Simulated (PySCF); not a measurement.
## CH₉GaN₂: geometry relaxation

CH₉GaN₂, SMILES C[NH][GaH2-][NH3+], computed with PBE0-D3(BJ)/def2-SVP geometry optimisation, gas phase (PySCF 2.14.0).

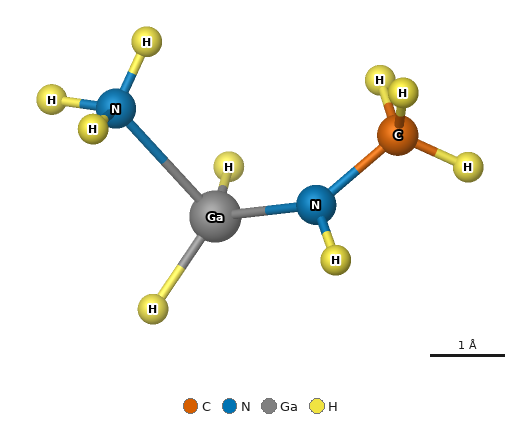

**Figure 1.** The starting structure (ball-and-stick view, seen at a tilt). Sticks mark near contacts.

Key numbers

```tsv
quantity	value
outcome	converged
total energy	−2077.106953 hartree
dipole moment	4.51 D
point group	C1
hardware	1 CPU thread, shared host
wall time	28 s
peak memory	0.5 GiB
```

The input
```
{"job": {"xc": "PBE0", "basis": "def2-SVP", "d3": "d3bj", "grid": 1, "maxiter": 30, "shake": 0.01, "kind": "geom"}, "charge": 0, "multiplicity": 1}
C      1.974040     0.373740     0.002360
N      0.940180    -0.599550     0.349200
Ga    -0.612200    -0.947650    -0.580750
N     -1.880650     0.565710     0.292630
H      1.562140     1.010560    -0.825540
H      2.179810     1.060660     0.845290
H      2.901520    -0.055420    -0.341130
H      1.349240    -1.262400     0.998920
H     -1.348290    -2.203920    -0.104510
H     -0.700840    -0.431810    -2.012630
H     -2.008920     0.392450     1.305910
H     -2.841430     0.593570    -0.101040
H     -1.508780     1.487170     0.160950
```

The first line tells a small driver script what to run in PySCF; the rest is the geometry in Å.

Command:
```bash
OMP_NUM_THREADS=1 python <driver script> task.json out
```

What the program printed
```
step   0  E = -2077.10143402  max force = 0.042523
step   1  E = -2077.10592645  max force = 0.008490
step   2  E = -2077.10643339  max force = 0.002922
step   3  E = -2077.10662135  max force = 0.004563
step   4  E = -2077.10675472  max force = 0.002078
step   5  E = -2077.10692243  max force = 0.000940
step   6  E = -2077.10694201  max force = 0.000673
step   7  E = -2077.10695287  max force = 0.000235
optimisation converged
```

Trajectory as extended XYZ (Å, eV, eV/Å), 8 frames, from step=0 to step=7
```
13
Properties=species:S:1:pos:R:3:forces:R:3 step=0 energy=-56520.80892
C     1.9740    0.3737    0.0024   -2.1866   0.5431  -0.1870
N     0.9402   -0.5996    0.3492    1.2607   0.3944   0.1511
Ga   -0.6122   -0.9476   -0.5807    0.2653   0.0549   0.4232
N    -1.8806    0.5657    0.2926   -1.5442  -0.7829   0.4894
H     1.5621    1.0106   -0.8255    0.4874  -0.2256   0.3644
H     2.1798    1.0607    0.8453    0.2307   0.0499  -0.0080
H     2.9015   -0.0554   -0.3411    0.8424  -0.3805  -0.2853
H     1.3492   -1.2624    0.9989   -0.4362  -0.2340   0.0452
H    -1.3483   -2.2039   -0.1045   -0.3741  -0.5923   0.2302
H    -0.7008   -0.4318   -2.0126    0.0010   0.3328  -0.8326
H    -2.0089    0.3925    1.3059    0.3002   0.2317  -0.6063
H    -2.8414    0.5936   -0.1010    0.6883  -0.1288   0.1508
H    -1.5088    1.4872    0.1610    0.4650   0.7372   0.0650
13
Properties=species:S:1:pos:R:3:forces:R:3 step=1 energy=-56520.93117
C     1.9506    0.4153   -0.0305    0.1797  -0.0353  -0.1179
N     0.9329   -0.5394    0.3004   -0.1936  -0.1513  -0.0162
Ga   -0.6295   -0.9516   -0.6354    0.0091   0.0279  -0.1123
N    -1.9003    0.5335    0.3540   -0.0179   0.2546  -0.4366
H     1.6242    1.0470   -0.8727   -0.0233   0.0270  -0.0309
H     2.1899    1.1111    0.8026    0.0295  -0.0238  -0.0177
H     2.9182   -0.0386   -0.3527   -0.1752   0.0824   0.0778
H     1.2573   -1.2359    0.9623   -0.0231   0.0182   0.0328
H    -1.3639   -2.2607   -0.0967    0.1056   0.1553  -0.0700
H    -0.7544   -0.4456   -2.1435    0.0390  -0.0335   0.2201
H    -1.7950    0.2840    1.3283   -0.0039   0.0292   0.4137
H    -2.8961    0.5677    0.1306    0.0547  -0.1206   0.0011
H    -1.5322    1.4818    0.2325    0.0193  -0.2301   0.0561
13
Properties=species:S:1:pos:R:3:forces:R:3 step=2 energy=-56520.94496
C     1.9255    0.4061   -0.0435    0.1503  -0.0475   0.0459
N     0.9288   -0.5528    0.3422   -0.1261   0.0419  -0.1079
Ga   -0.6071   -0.9373   -0.6283   -0.0955  -0.0725   0.0062
N    -1.8902    0.5316    0.3563    0.0281  -0.0391   0.0695
H     1.5663    1.0124   -0.8929   -0.0159  -0.0135   0.0172
H     2.1851    1.1249    0.7626    0.0118   0.0007   0.0034
H     2.8835   -0.0443   -0.3787   -0.0118   0.0201   0.0077
H     1.2557   -1.2432    1.0093    0.0483   0.0732  -0.0105
H    -1.3505   -2.2429   -0.1341   -0.0090  -0.0021  -0.0282
H    -0.6905   -0.4032   -2.1142    0.0279   0.0306   0.0455
H    -1.8162    0.2835    1.3438   -0.0376   0.0776  -0.0244
H    -2.8777    0.5612    0.1036    0.0034  -0.0490  -0.0163
H    -1.5109    1.4726    0.2531    0.0263  -0.0204  -0.0082
13
Properties=species:S:1:pos:R:3:forces:R:3 step=3 energy=-56520.95008
C     1.9451    0.4062   -0.0432   -0.0494   0.0080  -0.0430
N     0.9244   -0.5373    0.3238    0.0777   0.0201   0.0340
Ga   -0.6178   -0.9394   -0.6252   -0.0460   0.0196  -0.0038
N    -1.9014    0.5231    0.3591    0.0251  -0.1388   0.2346
H     1.6059    1.0201   -0.8957    0.0049  -0.0004   0.0176
H     2.2066    1.1181    0.7682   -0.0177  -0.0039   0.0136
H     2.8987   -0.0569   -0.3646    0.0404  -0.0369  -0.0229
H     1.2499   -1.2205    0.9978   -0.0017   0.0012   0.0435
H    -1.3610   -2.2425   -0.1404   -0.0037  -0.0523   0.0096
H    -0.7047   -0.3976   -2.1004    0.0025   0.0563  -0.0682
H    -1.8332    0.2963    1.3547   -0.0371   0.0645  -0.1405
H    -2.8872    0.5375    0.1010   -0.0150  -0.0032  -0.0268
H    -1.5235    1.4613    0.2442    0.0199   0.0658  -0.0478
13
Properties=species:S:1:pos:R:3:forces:R:3 step=4 energy=-56520.95371
C     1.9537    0.4007   -0.0470   -0.0379   0.0045  -0.0205
N     0.9270   -0.5321    0.3305    0.0485   0.0055   0.0116
Ga   -0.6167   -0.9315   -0.6213   -0.0063   0.0084   0.0106
N    -1.9120    0.5185    0.3639    0.0148  -0.0694   0.1069
H     1.6158    1.0119   -0.9013    0.0051   0.0060   0.0060
H     2.2218    1.1150    0.7602   -0.0050  -0.0014   0.0037
H     2.9027   -0.0731   -0.3685    0.0262  -0.0212  -0.0175
H     1.2516   -1.2104    1.0102   -0.0225  -0.0020   0.0303
H    -1.3546   -2.2446   -0.1509   -0.0018  -0.0304   0.0003
H    -0.6976   -0.3717   -2.0930   -0.0010   0.0399  -0.0357
H    -1.8566    0.3041    1.3601   -0.0156   0.0208  -0.0253
H    -2.8948    0.5227    0.0929   -0.0007   0.0077  -0.0264
H    -1.5385    1.4588    0.2434   -0.0038   0.0315  -0.0439
13
Properties=species:S:1:pos:R:3:forces:R:3 step=5 energy=-56520.95827
C     1.9760    0.3857   -0.0565   -0.0140  -0.0180   0.0173
N     0.9325   -0.5168    0.3500    0.0230   0.0099  -0.0273
Ga   -0.6106   -0.9106   -0.6085    0.0428  -0.0093   0.0183
N    -1.9393    0.5048    0.3759   -0.0044   0.0235  -0.0299
H     1.6424    0.9898   -0.9170   -0.0015   0.0036  -0.0038
H     2.2671    1.1078    0.7357    0.0065  -0.0049  -0.0038
H     2.9112   -0.1169   -0.3793   -0.0021   0.0061  -0.0043
H     1.2480   -1.1826    1.0466   -0.0339  -0.0002   0.0071
H    -1.3394   -2.2468   -0.1843    0.0017   0.0064  -0.0108
H    -0.6758   -0.2984   -2.0651   -0.0108   0.0018   0.0091
H    -1.9203    0.3199    1.3775    0.0091  -0.0166   0.0483
H    -2.9106    0.4833    0.0657    0.0042   0.0110  -0.0075
H    -1.5797    1.4494    0.2386   -0.0206  -0.0134  -0.0126
13
Properties=species:S:1:pos:R:3:forces:R:3 step=6 energy=-56520.95880
C     1.9839    0.3814   -0.0571   -0.0059  -0.0085   0.0068
N     0.9340   -0.5117    0.3523    0.0128  -0.0004  -0.0178
Ga   -0.6082   -0.9044   -0.6066    0.0346  -0.0045   0.0075
N    -1.9475    0.5017    0.3777   -0.0098   0.0206  -0.0229
H     1.6538    0.9857   -0.9189   -0.0003   0.0031  -0.0002
H     2.2812    1.1032    0.7329    0.0055  -0.0029  -0.0009
H     2.9150   -0.1289   -0.3799   -0.0030   0.0047  -0.0020
H     1.2421   -1.1751    1.0544   -0.0231   0.0007   0.0077
H    -1.3332   -2.2456   -0.1925   -0.0016   0.0050  -0.0083
H    -0.6747   -0.2813   -2.0589   -0.0090  -0.0032   0.0088
H    -1.9341    0.3230    1.3810    0.0078  -0.0094   0.0194
H    -2.9161    0.4727    0.0599    0.0022   0.0021   0.0024
H    -1.5945    1.4479    0.2349   -0.0101  -0.0073  -0.0007
13
Properties=species:S:1:pos:R:3:forces:R:3 step=7 energy=-56520.95910
C     1.9922    0.3772   -0.0557    0.0036   0.0004  -0.0030
N     0.9352   -0.5071    0.3525   -0.0002  -0.0092  -0.0044
Ga   -0.6053   -0.8984   -0.6072    0.0121   0.0028  -0.0051
N    -1.9552    0.5000    0.3774   -0.0074   0.0095  -0.0086
H     1.6675    0.9841   -0.9178   -0.0015   0.0013   0.0042
H     2.2954    1.0966    0.7341    0.0011  -0.0023   0.0027
H     2.9196   -0.1398   -0.3784   -0.0019  -0.0001  -0.0005
H     1.2323   -1.1686    1.0612   -0.0032   0.0060   0.0074
H    -1.3279   -2.2427   -0.2003   -0.0040   0.0003  -0.0034
H    -0.6766   -0.2686   -2.0560   -0.0024  -0.0032   0.0021
H    -1.9427    0.3245    1.3819    0.0042  -0.0006  -0.0065
H    -2.9225    0.4631    0.0566   -0.0012  -0.0069   0.0083
H    -1.6102    1.4482    0.2308    0.0007   0.0020   0.0067
```

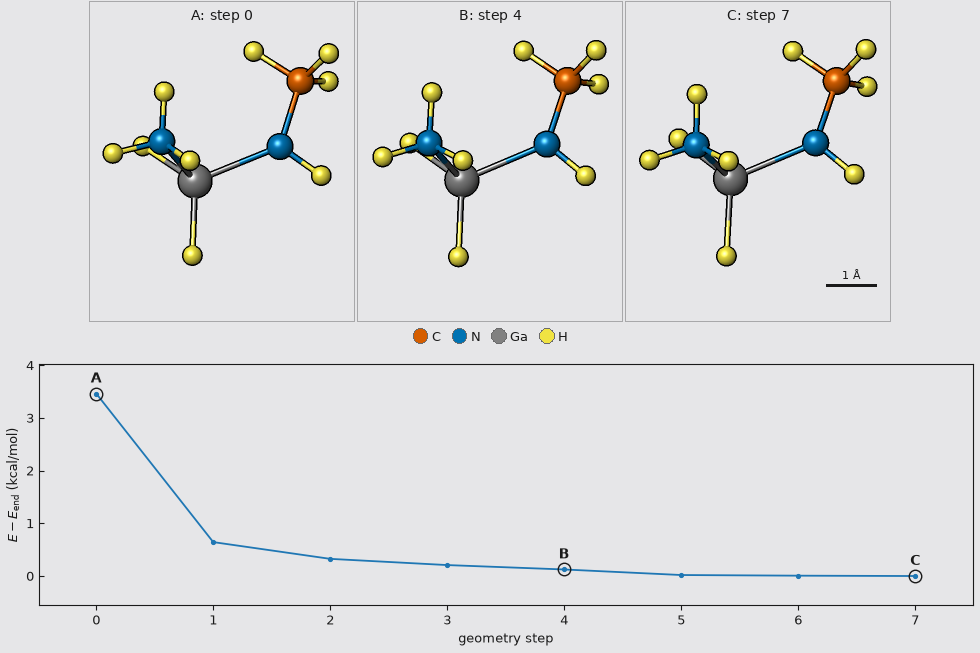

**Figure 2.** Frames of the relaxation (ball-and-stick view, seen at a tilt) above the curves, on which the letters mark them (steps are counted from 0).

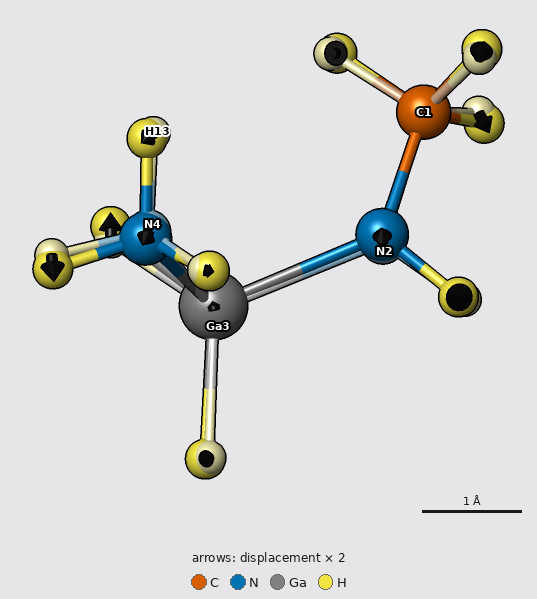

**Figure 3.** Start (faint) and end (solid) with the displacements as black arrows, magnified 2 times (ball-and-stick view, seen at a tilt). The two geometries are laid on each other by the best rigid fit. H8 moves most after the best rigid fit: 0.22 Å. By element the largest moves are H 0.22 Å, N 0.10 Å, Ga 0.05 Å, C 0.04 Å. Among the contacts that change: Ga3–H10 1.525 → 1.581 Å, Ga3–H9 1.532 → 1.579 Å, C1–H7 1.078 → 1.110 Å, C1–N2 1.462 → 1.437 Å. Among the angles that change: C1–N2–H8 107.6° → 112.6°, Ga3–N2–H8 122.7° → 117.8°, H11–N4–H12 105.1° → 108.4°. After 7 geometry steps the energy has fallen by 3.46 kcal/mol. The largest force component goes from 2.2 to 0.012 eV/Å. (Atoms are counted from 1 in the order of the input.)
